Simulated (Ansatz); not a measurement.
# GeNH4Cl (SMILES [NH2][GeH2][Cl]) at 6 levels

We compute a comparison of 6 runs (BHLYP/cc-pVDZ, r2SCAN0/cc-pVDZ, wB97X/cc-pVDZ, RPA@PBE/cc-pVDZ, RPA@PBE0/cc-pVDZ, CCSD(T)/cc-pVDZ) of GeNH4Cl. 

The results are computed with Ansatz 0.2.0.

68 further runs of the same task are left out: 68 set aside as unsound or not needed.

## Step 1: The molecule

The species is GeNH4Cl (7 atoms), meant as a singlet with charge 0. SMILES: `[NH2][GeH2][Cl]`. The Ge2–H7 distance was set to 2.295 Å, away from the relaxed value. At this shape a bond of the SMILES string is far longer than usual.

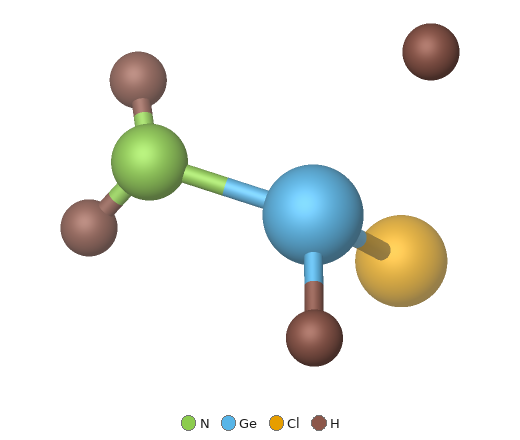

Viewed from a chosen angle; nitrogen green, germanium blue, chlorine amber, hydrogen brown.

## Step 2: A single-point energy at BHLYP/cc-pVDZ (run 1)

Contents of in.yaml:

```yaml
basis:
  gaussian:
    orbitals: cc-pVDZ
crystal:
  periodic: [false, false, false]
  atoms:
    - {symbol: N, position_ang: [-1.443071, 0.486499, -0.320787]}
    - {symbol: Ge, position_ang: [-0.070271, -0.025701, 0.755113]}
    - {symbol: Cl, position_ang: [-0.255671, -2.083601, 1.436413]}
    - {symbol: H, position_ang: [-2.351071, 0.497799, 0.122313]}
    - {symbol: H, position_ang: [-1.509071, -0.014301, -1.195787]}
    - {symbol: H, position_ang: [-0.090871, 0.835899, 2.019113]}
    - {symbol: H, position_ang: [1.880200, 0.061300, -0.450600]}
hamiltonian:
  xc: {name: BHLYP}
accuracy: high
output:
  orbitals: {seedname: orbitals}
```

Started as:

```bash
ansatz run in.yaml --threads 1 --pin off --max-ram 3480MiB --events-out events.jsonl --progress --plain --runs-dir runs
```

What it wrote:

```text
Warning: RAYON_NUM_THREADS=1 ignored (pool sized by the plan → 1); use --threads N
Functional definition: BHLYP
  name "BHLYP"
  parameter a = 0.5
  exchange = (1 - a)*b88_x + a*exact_x
  correlation = lyp_c
1807 factors; integrals over basis functions are off by at most 4.4e-9 eV
mean field evaluation 1: about -70589.2884 eV, gradient 4.3e1 eV
mean field evaluation 2: about -70587.9312 eV, gradient 4.8e1 eV
mean field evaluation 4: about -70592.9644 eV, gradient 1.4e0 eV
mean field evaluation 8: about -70593.1946 eV, gradient 1.5e-1 eV
mean field evaluation 16: about -70593.1947 eV, gradient 6.8e-5 eV
mean field -70593.19473906 eV, -2594.2520568743 hartree, gradient 2.2e-8 eV, S^2 0.000000; 0 other end points of the search recorded, 0 dependent functions left out
reference -70593.19476591 eV, -2594.2520578611 hartree; 30, 30 occupied and 49, 49 virtual orbitals, 1807 factors
Total energy: -70593.19476591 eV, -2594.2520578611 hartree
```

Run time: 9.9 s. Hardware: 1 thread of Arm Neoverse V1, shared host; peak memory 0.28 GiB.

## Step 3: The energy at r2SCAN0/cc-pVDZ (run 2)

Contents of input.yaml:

```yaml
crystal:
  periodic: [false, false, false]
  atoms:
    - {symbol: "N", position_ang: [-1.443071, 0.486499, -0.320787]}
    - {symbol: Ge, position_ang: [-0.070271, -0.025701, 0.755113]}
    - {symbol: Cl, position_ang: [-0.255671, -2.083601, 1.436413]}
    - {symbol: H, position_ang: [-2.351071, 0.497799, 0.122313]}
    - {symbol: H, position_ang: [-1.509071, -0.014301, -1.195787]}
    - {symbol: H, position_ang: [-0.090871, 0.835899, 2.019113]}
    - {symbol: H, position_ang: [1.880200, 0.061300, -0.450600]}
basis:
  gaussian: {orbitals: cc-pVDZ}
total_charge: 0
hamiltonian: {xc: {name: r2SCAN0}}
accuracy: high
output: {orbitals: {seedname: orbitals}}
```

Started as:

```bash
ansatz run input.yaml --threads 1 --pin off --max-ram 3480MiB --events-out events.jsonl --progress --plain --runs-dir runs
```

What it wrote:

```text
Warning: RAYON_NUM_THREADS=1 ignored (pool sized by the plan → 1); use --threads N
Functional definition: r2SCAN0
  name "r2SCAN0"
  parameter a = 0.25
  parameter k0 = 0.174
  parameter k1 = 0.065
  parameter a1 = 4.9479
  exchange = (1 - a)*r2scan_x(k0 = k0, k1 = k1, a1 = a1) + a*exact_x
  correlation = r2scan_c
1807 factors; integrals over basis functions are off by at most 4.4e-9 eV
mean field evaluation 1: about -70587.5782 eV, gradient 4.6e1 eV
mean field evaluation 2: about -70581.3990 eV, gradient 6.7e1 eV
mean field evaluation 4: about -70591.8661 eV, gradient 2.5e0 eV
mean field evaluation 8: about -70591.9933 eV, gradient 1.5e-1 eV
mean field evaluation 16: about -70591.9933 eV, gradient 2.4e-5 eV
mean field -70591.99333324 eV, -2594.2079060251 hartree, gradient 9.5e-8 eV, S^2 0.000000; 0 other end points of the search recorded, 0 dependent functions left out
reference -70591.99333381 eV, -2594.2079060460 hartree; 30, 30 occupied and 49, 49 virtual orbitals, 1807 factors
Total energy: -70591.99333381 eV, -2594.2079060460 hartree
```

Wall time 14 s (1 thread of Arm Neoverse V1, shared host); peak memory 0.32 GiB.

Runs 3 to 5 aren't shown in full; the table further down has their settings and results.

## Step 4: The energy at CCSD(T)/cc-pVDZ (run 6)

Contents of in.yaml:

```yaml
crystal:
  periodic: [false, false, false]
  atoms:
    - {symbol: "N", position_ang: [-1.443071, 0.486499, -0.320787]}
    - {symbol: Ge, position_ang: [-0.070271, -0.025701, 0.755113]}
    - {symbol: Cl, position_ang: [-0.255671, -2.083601, 1.436413]}
    - {symbol: H, position_ang: [-2.351071, 0.497799, 0.122313]}
    - {symbol: H, position_ang: [-1.509071, -0.014301, -1.195787]}
    - {symbol: H, position_ang: [-0.090871, 0.835899, 2.019113]}
    - {symbol: H, position_ang: [1.880200, 0.061300, -0.450600]}
basis:
  gaussian: {orbitals: cc-pVDZ}
correlation: {method: ccsd_t, frozen_orbitals: {Cl: 5, Ge: 9, H: 0, "N": 1}}
accuracy: high
scf: {omitted_lower_state_checks: [cluster_reference, increment]}
```

Started as:

```bash
ansatz run in.yaml --threads 1 --pin off --max-ram 3480MiB --events-out events.jsonl --progress --plain --runs-dir runs
```

What it wrote, shortened:

```text
Warning: RAYON_NUM_THREADS=1 ignored (pool sized by the plan → 1); use --threads N
Functional definition: HF
  name "HF"
[...]
1807 factors; integrals over basis functions are off by at most 4.4e-9 eV
[...]
mean field -70520.75909248 eV, -2591.5900959614 hartree, gradient 2.8e-8 eV, S^2 0.000000; 0 other end points of the search recorded, 0 dependent functions left out; unrestricted orbitals would lower it
15 core orbitals not correlated: weight in the atoms' cores, before any rotation towards them, 1.000 or more for the frozen orbitals, at most 0.000 for the correlated occupied ones
reference -70520.75909248 eV, -2591.5900959614 hartree; 15, 15 occupied and 49, 49 virtual orbitals, 1807 factors
second order -11.71122706 eV of doubles, -0.00000000 eV of singles
cycle   1  -12.40060864 eV  change   -6.9e-1 eV  update   9.0e-2
[...]
cycle  22  -12.87981250 eV  change   4.3e-10 eV  update   1.6e-9
perturbative correction -0.35890321 eV, -0.0131894496 hartree
Total energy: -70533.99780819 eV, -2592.0766097901 hartree
Checks for a lower state left out: cluster_reference, increment
```

Run time: 16 s. Hardware: 1 thread of Arm Neoverse V1, shared host; peak memory 0.36 GiB.

## Step 5: All runs side by side

```tsv
run	level	frozen core orbitals	energy (Eh)	wall time
1	BHLYP/cc-pVDZ	–	-2594.252058	9.9 s
2	r2SCAN0/cc-pVDZ	–	-2594.207906	14 s
3	wB97X/cc-pVDZ	–	-2594.334223	27 s
4	RPA@PBE/cc-pVDZ	15	-2592.274465	11 s
5	RPA@PBE0/cc-pVDZ	15	-2592.218033	13 s
6	CCSD(T)/cc-pVDZ	15	-2592.076610	16 s
```

## Step 6: What came out

| quantity | value |
| --- | --- |
| run 6: total energy | -2592.07661 Eh |
| run 6: correlation energy (15 core orbitals frozen) | -486.5 mEh |
| run 6: (T) correction | -13.19 mEh |
| run 6: T1 diagnostic | 0.011 |

Over runs 1, 2, 3 the HOMO–LUMO gap runs from 6.06 eV (r2SCAN0/cc-pVDZ) to 10.15 eV (wB97X/cc-pVDZ). Totals of different functionals can't be ranked against each other. In run 6 the log says that unrestricted orbitals would lower the reference, so the values rest on an unstable closed-shell determinant (other closed-shell runs at this shape may share the fault). All runs together took 91 s, the longest 27 s.
